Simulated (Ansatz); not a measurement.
## Electronic structure of H2O3Si···H2S in real space

Input file:

```
crystal:
  periodic: [false, false, false]
  atoms:
    - {symbol: Si, position_ang: [-0.408670, -0.363020, -0.062248]}
    - {symbol: S, position_ang: [1.485565, 0.936184, 0.794023]}
    - {symbol: O, position_ang: [-0.050183, -1.454604, 0.962226]}
    - {symbol: H, position_ang: [1.201772, -0.348894, 1.333815]}
    - {symbol: O, position_ang: [-1.706052, 0.614158, 0.067385]}
    - {symbol: O, position_ang: [-0.078387, -0.474741, -1.646813]}
    - {symbol: H, position_ang: [2.318243, 0.431163, -0.132199]}
    - {symbol: H, position_ang: [-2.161752, 0.576687, 0.911494]}
    - {symbol: H, position_ang: [-0.600636, 0.083167, -2.227783]}
basis:
  gaussian: {orbitals: def2-TZVPP}
hamiltonian: {xc: pbe0, dispersion: d4}
output: {orbitals: {seedname: orbitals}}
```

Launched as:

```sh
ansatz run in.yaml --threads 4 --pin off --events-out ev --progress --plain --max-ram 9574MiB
```

A transition-state structure; geometry: PBE0-D4/def2-TZVP.

All numbers below come from Ansatz 0.2.0, RKS PBE0-D4/def2-TZVPP.

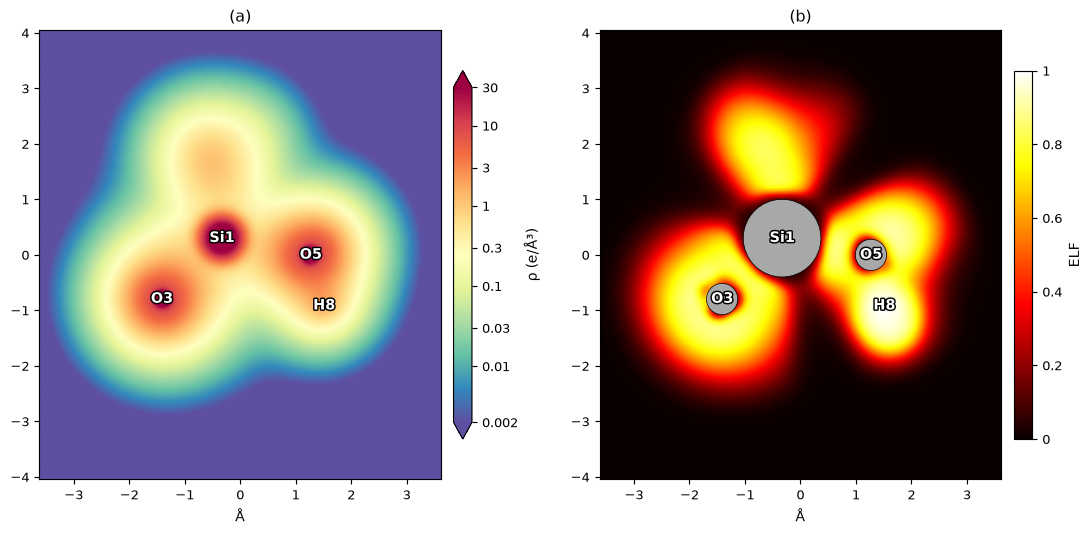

Figure 1. (a) total electron density; (b) ELF on the plane of atoms O3, Si1 and O5. Grey discs cover the atomic cores in the ELF map.

> Describe what can be read from this map.

- The section cuts through Si, O and H sites.
- Si–O (1.54 Å): ρ is about 1.5 e/Å³ halfway; the ELF peaks at about 0.85 between the atoms, as expected for a short, strongly polar bond.
- O–H (0.96 Å): ρ at the midpoint is about 3.8 e/Å³; the ELF climbs to about 1 towards the hydrogen, as it does in any bond to H; a covalent bond by its length.
- Si–O (1.63 Å): the density is about 1.2 e/Å³ at the midpoint; the ELF peaks at about 0.85 between the atoms; a shared but strongly polarised pair.
- The ELF also peaks beside O3 and O5, away from the bonds: lone-pair regions.

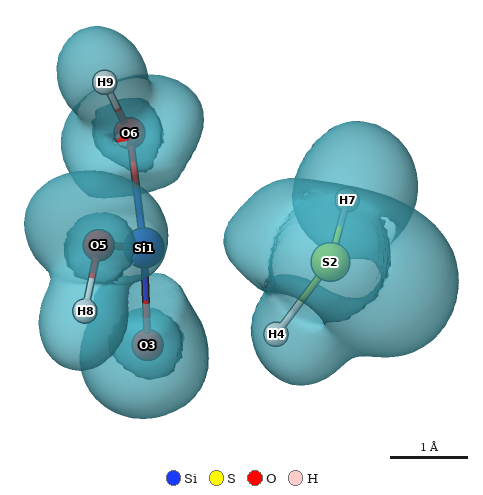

Figure 2. Isosurface of the electron localisation function at 0.75 (cyan), seen at a tilt. Only the valence region is drawn (cores and ρ < 0.01 e/Å³ removed).

> Where are the electrons localised?

At this value the surface marks out one region wrapped around O (its lone pairs, merged into a ring or cap), two joined regions spread over several atoms (H, O), in which their bonds and any lone pairs are merged and one joined region spread over several atoms (H, S), in which their bonds and any lone pairs are merged. Profiles from the grid: Si1···S2 (2.45 Å): the ELF peaks at about 0.85 between the atoms.

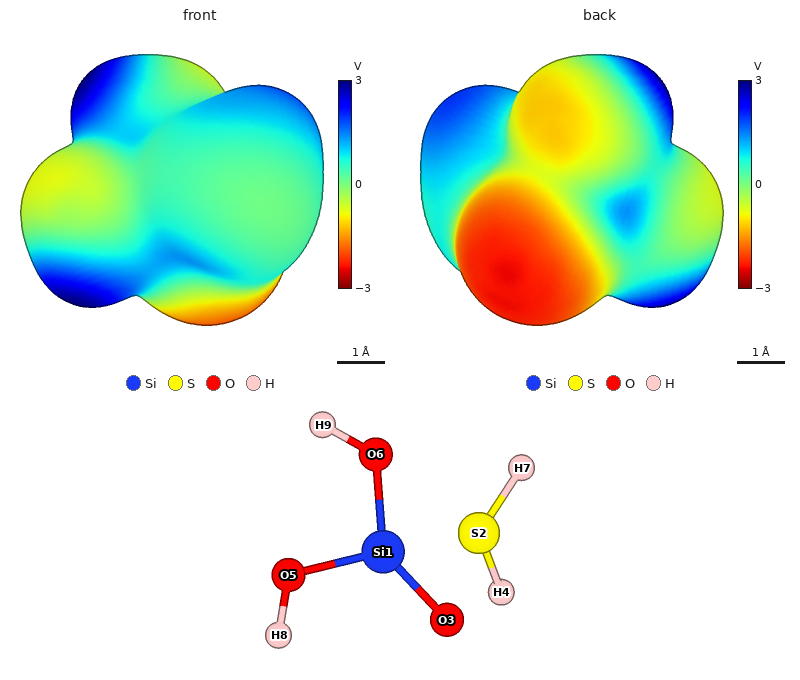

Figure 3. The molecular electrostatic potential painted on the density surface at 0.002 e/bohr³, seen from the front and from behind; the colour scale runs from red (negative) to blue (positive). The bare structure is drawn below in the same view.

> Where is the surface potential most negative and most positive?

The most negative region (about −2.4 V) lies over O3, the most positive (about +2.9 V) over H8 and H9. O3 is the likeliest acceptor of a hydrogen bond.
